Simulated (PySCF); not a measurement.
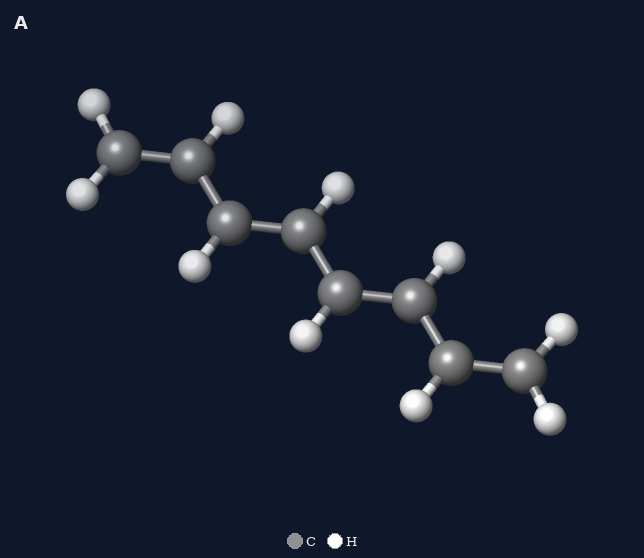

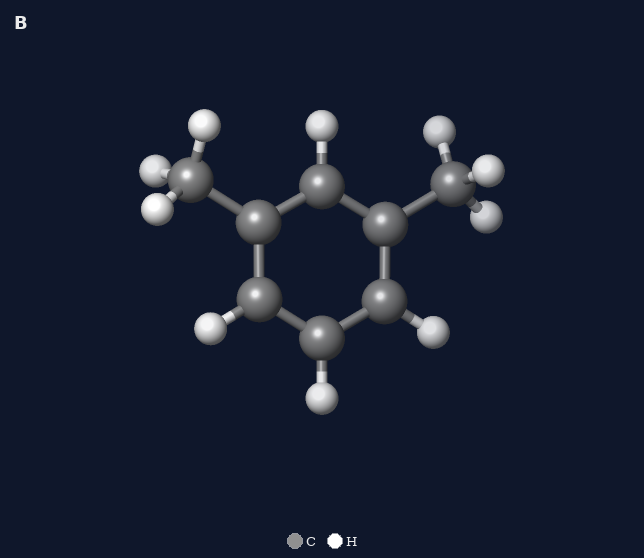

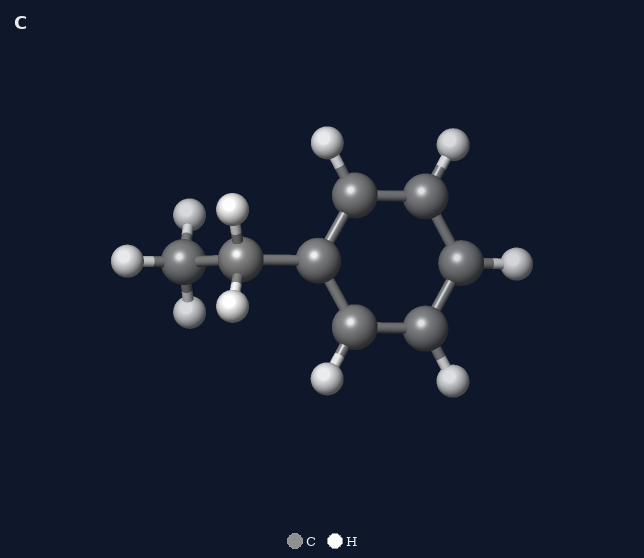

3 stationary structures of one formula. Geometries: PBE0-D3(BJ)/def2-SVP. Electronic energies: PBE0-D3(BJ)/def2-SVP (PySCF 2.14.0), without zero-point energy. No frequency run is at hand to confirm each as a minimum. Each is one conformer, not always the lowest.

### Which is lowest in energy, and by how much?

B is lowest; C lies 10.5 kJ/mol above it, A lies 241.6 kJ/mol above it. A is `C=C/C=C/C=C/C=C`, B is `Cc1cccc(C)c1`, C is `CCc1ccccc1`.
